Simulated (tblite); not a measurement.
## Run report: C₂H₁₀B₂N₂Si, frequency calculation

The run: frequency calculation of C₂H₁₀B₂N₂Si. Method and program: GFN2-xTB harmonic vibrations, gas phase (tblite 0.8.0).

It belongs to a series of runs on one base structure; here: H on Si replaced by BH2.

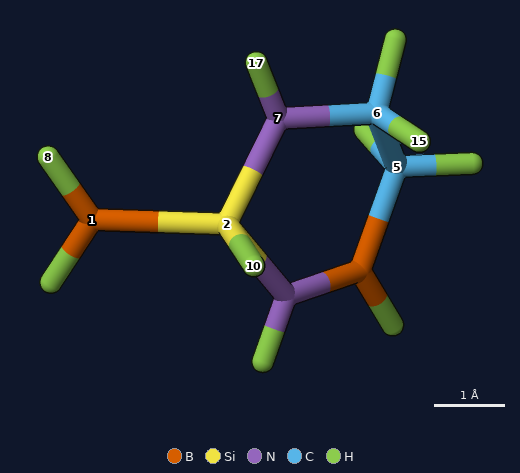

**Figure 1.** The structure as given in the input (stick view, seen at a tilt; atoms are numbered from 1 in the order of the input).

### The input
```
{"job": {"kind": "ir", "xc": "GFN2-xTB", "basis": "xTB"}, "charge": 0, "multiplicity": 1}
B      2.771487    -0.377511     1.180025
Si     1.274541    -0.078573    -0.035599
N      0.112901    -1.396359    -0.142683
B     -1.261344    -1.315050     0.047925
C     -1.916528     0.085155     0.419046
C     -1.110517     1.315226     0.003126
N      0.260242     1.216224     0.476052
H      3.369474     0.510772     1.646781
H      3.174424    -1.451922     1.400621
H      1.725340     0.051424    -1.463694
H      0.505643    -2.301932    -0.351360
H     -1.924924    -2.284136    -0.025262
H     -2.921277     0.180906     0.001410
H     -2.038765     0.109944     1.506486
H     -1.143317     1.410589    -1.091665
H     -1.561419     2.218297     0.429194
H      0.677041     2.118977     0.639148
```

The first line tells a small driver script what to run in tblite; the rest is the geometry in Å.

Machine: 1 CPU thread, shared host.

Launch command:
```bash
OMP_NUM_THREADS=1 python <driver script> task.json out
```

### What the program printed
```
mode    cm-1     km/mol
  1      73.5      0.02
  2     102.2      0.08
  3     137.8      0.38
  4     172.9      1.42
  5     194.5      0.81
  6     262.5      6.59
  7     308.4      8.36
  8     380.6     47.09
  9     450.4     36.93
 10     517.7      3.57
 11     595.1     64.23
 12     614.2     34.72
 13     635.3     15.00
 14     686.9     58.48
 15     700.3     44.90
 16     747.5     64.30
 17     755.0     55.12
 18     781.7    212.91
 19     813.0     78.45
 20     833.8     48.86
 21     848.0     67.09
 22     973.6     29.60
 23    1021.1     25.69
 24    1051.7     46.14
 25    1142.1     32.53
 26    1179.7     19.22
 27    1197.8     18.78
 28    1201.5      5.84
 29    1247.1     53.97
 30    1293.1     27.61
 31    1326.0     26.03
 32    1363.0     96.68
 33    1383.0    355.53
 34    1473.7      1.63
 35    1497.3      1.96
 36    1923.2    434.31
 37    2568.6    248.62
 38    2659.9     62.48
 39    2688.2    124.03
 40    2855.9     73.79
 41    2918.4     82.86
 42    2943.3     55.43
 43    2975.8     64.48
 44    3444.7      5.51
 45    3456.1      5.17
```

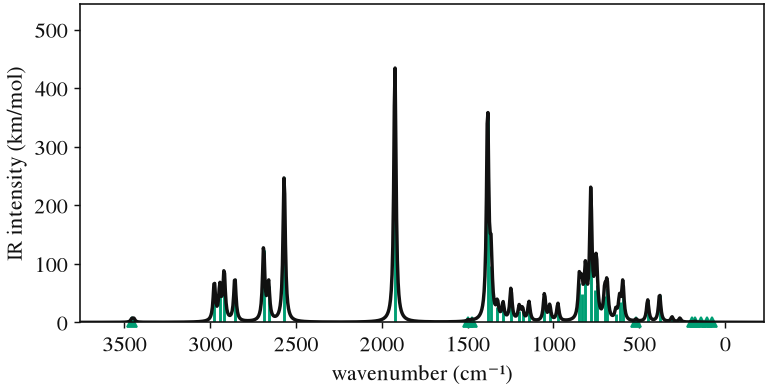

**Figure 2.** Harmonic infrared spectrum, unscaled: sticks (degenerate modes added up, dark ones marked on the axis) with a Lorentzian envelope of 16 cm⁻¹ full width, scaled to the tallest stick. 45 modes from 74 to 3456 cm⁻¹, none imaginary. The strongest line is at 1923 cm⁻¹ (434 km/mol).

### Summary

```tsv
quantity	value
outcome	converged
total energy	−529.7328 eV
zero-point energy	80.6230 kcal/mol
wall time	0.95 s
peak memory	0.18 GiB
```
